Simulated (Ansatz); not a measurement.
The starting structures come from a database of crystals and need not be the phases stable at ambient conditions.

 Where the default PAW files enter, the runs use the earlier of Ansatz's two default sets.

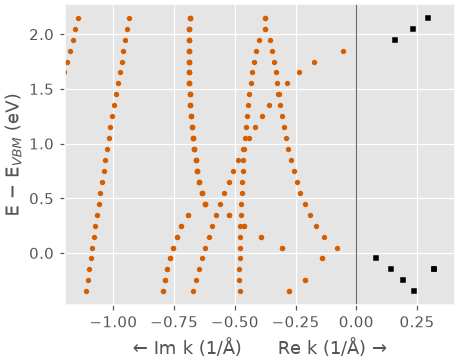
Fig. 1. Complex bands at the centre of the two-dimensional zone; r2SCAN run with Ansatz (a quantum-chemistry and plane-wave program)

The gap is the functional's own, uncorrected, and κ follows it; spin-orbit coupling is left out. Mid-gap values are interpolated between the computed energies.

### Question
This is LaSF (P4/nmm, not sure to be the ambient phase, 6 atoms a cell, 19.0 Å³ an atom) along the normal of (001). Read off the slowest decay at the centre of the two-dimensional zone at 0.95 eV, the computed energy nearest the middle of the gap.

### Answer
κ ≈ 0.28 1/Å, a decay length 1/(2κ) of the density of 1.8 Å.
